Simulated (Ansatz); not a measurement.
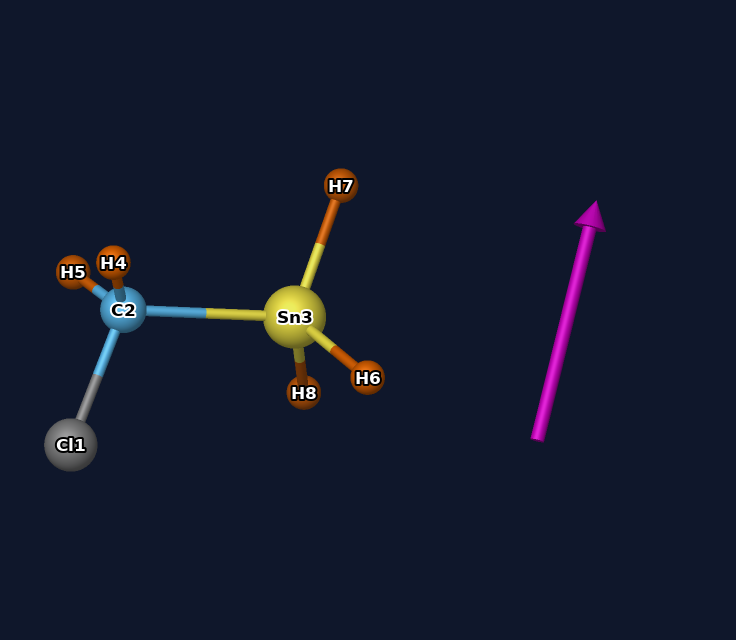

The arrow beside the molecule shows the direction of the dipole moment, from the negative to the positive end (its length means nothing). Computed geometry: PBE0-D4/def2-TZVP optimisation. Properties computed with RKS PBE-D4/def2-TZVPP, core potentials on Sn (Ansatz 0.2.0).

Q: Estimate the dipole moment.

A: 1.56 D; it points from the side of Cl1 to the side of H7 (the outermost atoms at the two ends).
